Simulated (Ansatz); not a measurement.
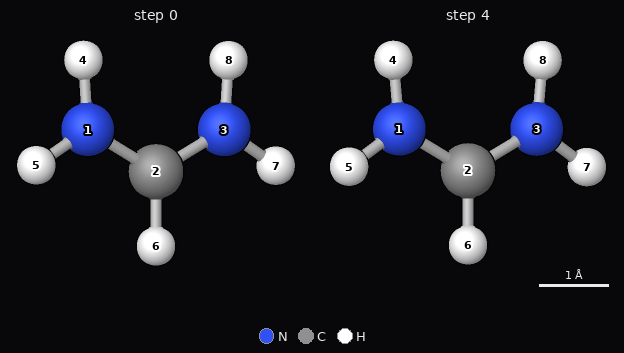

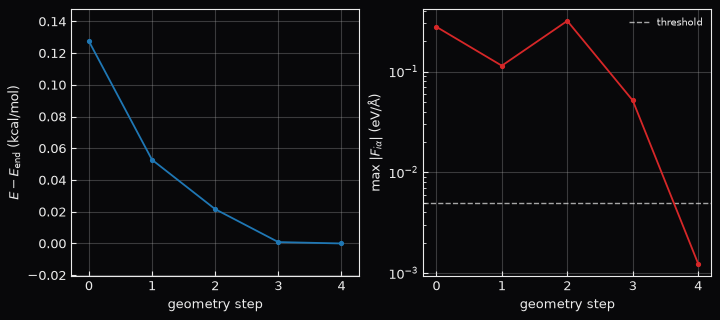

First and last geometry of a relaxation of CH$_{5}$N$_{2}$ (charge +1), with the history of the run. A ball-and-stick model, seen at a tilt.

The calculation used RKS PBE0-D4/def2-TZVP in Ansatz 0.2.0. Set-up: force threshold 0.005 eV/Å; at most 200 steps.

**Read the history and describe the run.**

It converged. The largest moves after the best rigid fit, 0.035 Å, are those of H4 and H8. Largest moves by element: H 0.035 Å, C 0.014 Å, N 0.008 Å. Over 4 geometry steps the energy falls by 0.13 kcal/mol. Largest force component: 0.28 eV/Å at the start, 0.0012 eV/Å at the end.

| step | E − E(0), kcal/mol | largest force component, eV/Å |
| --- | --- | --- |
| 0 | 0.00 | 0.2778 |
| 1 | -0.07 | 0.1143 |
| 2 | -0.11 | 0.3182 |
| 3 | -0.13 | 0.0517 |
| 4 | -0.13 | 0.0012 |
